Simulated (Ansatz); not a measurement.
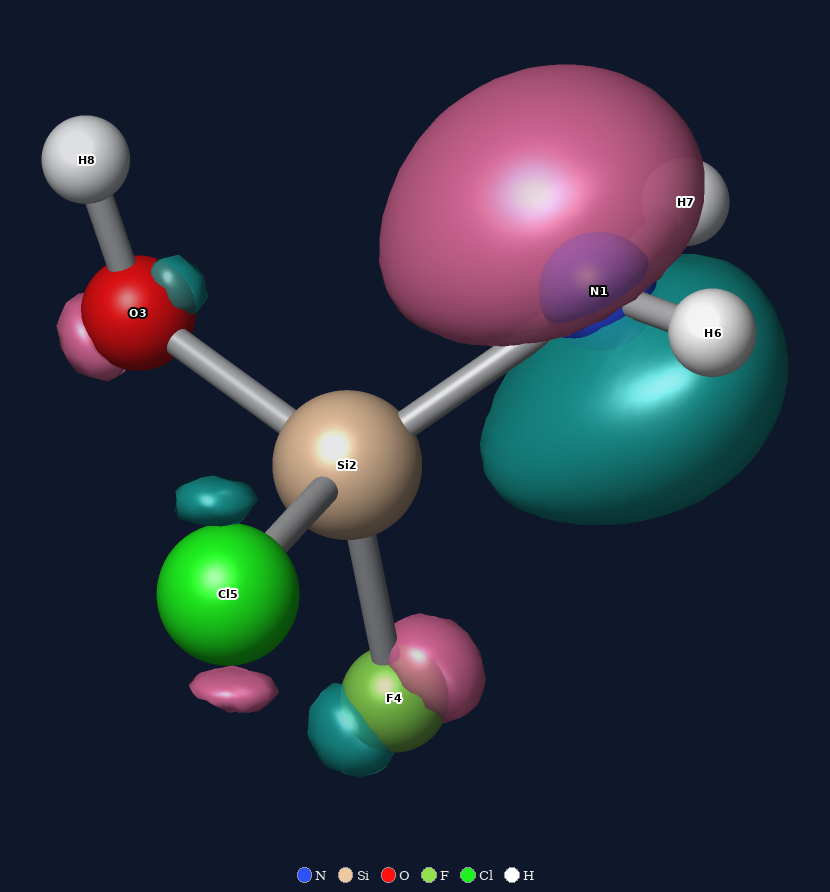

The picture shows: ClFH3NOSi (SMILES N[Si](O)(F)Cl). The HOMO at ±0.2 Å⁻³ᐟ² (teal and pink are the two phases), seen at a tilt.

Geometry: PBE0-D4/def2-TZVP.

Theory: Ansatz 0.2.0, RKS PBE0-D4/def2-TZVPP.

```xyz
8

N    -0.7313    0.7392    0.5974
Si    0.2426   -0.1244   -0.4758
O     0.4652   -1.6558    0.0090
F    -0.3493   -0.2836   -1.9356
Cl    1.9815    0.9227   -0.6633
H    -0.6833    1.7432    0.6407
H    -1.6337    0.3880    0.8744
H     0.8005   -1.7862    0.8973
```

Question: Where does this orbital lie, and at what energy?

Answer: Its weight (Hirshfeld) is mainly on N1 (about 65 %) and Cl5 (about 5 %); largely a lone pair of N1. Its energy is −8.35 eV.
